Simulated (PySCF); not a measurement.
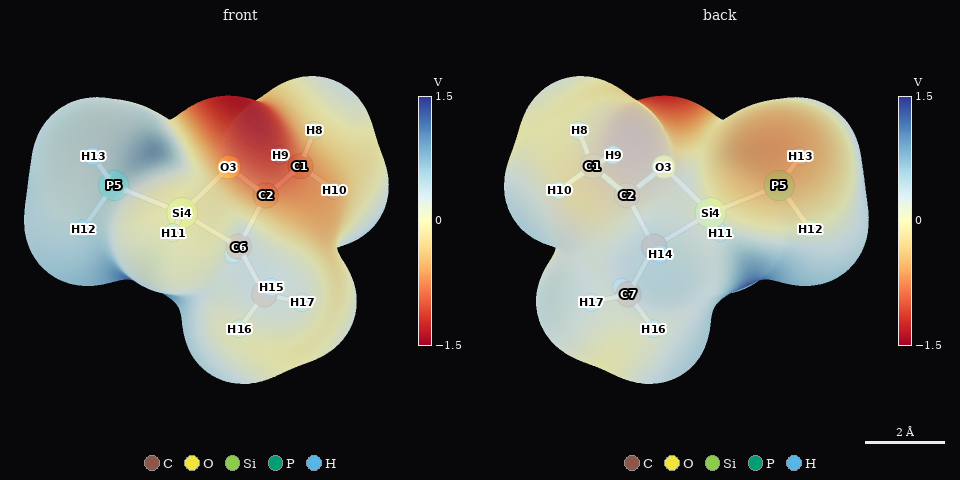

Figure 1: C₄H₁₀OPSi (doublet). The molecular electrostatic potential painted on the density surface at 0.001 e/bohr³, seen from the front and from behind; the colour scale runs from red (negative) to blue (positive).

Geometry: GFN2-xTB.

All numbers below come from UKS B3LYP, pcH-1 on C H O P Si, non-relativistic, mean-field spin-orbit, GIAO in PySCF 2.14.0, density-fitted response routines.

```yaml
atoms:
  - { symbol: C, position_ang: [-1.5219, -1.2013, 1.4340] }
  - { symbol: C, position_ang: [-0.5803, -0.1910, 0.9074] }
  - { symbol: O, position_ang: [0.7520, -0.2378, 1.3387] }
  - { symbol: Si, position_ang: [1.4161, 0.2418, -0.1169] }
  - { symbol: P, position_ang: [2.5851, -1.4345, -1.0352] }
  - { symbol: C, position_ang: [-0.4705, 0.2977, -0.5045] }
  - { symbol: C, position_ang: [-1.0971, 1.6610, -0.7656] }
  - { symbol: H, position_ang: [-1.3563, -1.3394, 2.5004] }
  - { symbol: H, position_ang: [-1.3903, -2.1755, 0.9442] }
  - { symbol: H, position_ang: [-2.5471, -0.8761, 1.2653] }
  - { symbol: H, position_ang: [2.0652, 1.5434, 0.0565] }
  - { symbol: H, position_ang: [3.0724, -0.6564, -2.0702] }
  - { symbol: H, position_ang: [3.6986, -1.1977, -0.2486] }
  - { symbol: H, position_ang: [-0.8655, -0.4227, -1.2285] }
  - { symbol: H, position_ang: [-0.7384, 2.3888, -0.0422] }
  - { symbol: H, position_ang: [-0.8482, 2.0119, -1.7650] }
  - { symbol: H, position_ang: [-2.1809, 1.5999, -0.6797] }
```

**Describe the electrostatic potential map.**

The most negative region (about −1.4 V) lies over O3, the most positive (about +1.2 V) over Si4. O3 is the likeliest acceptor of a hydrogen bond.
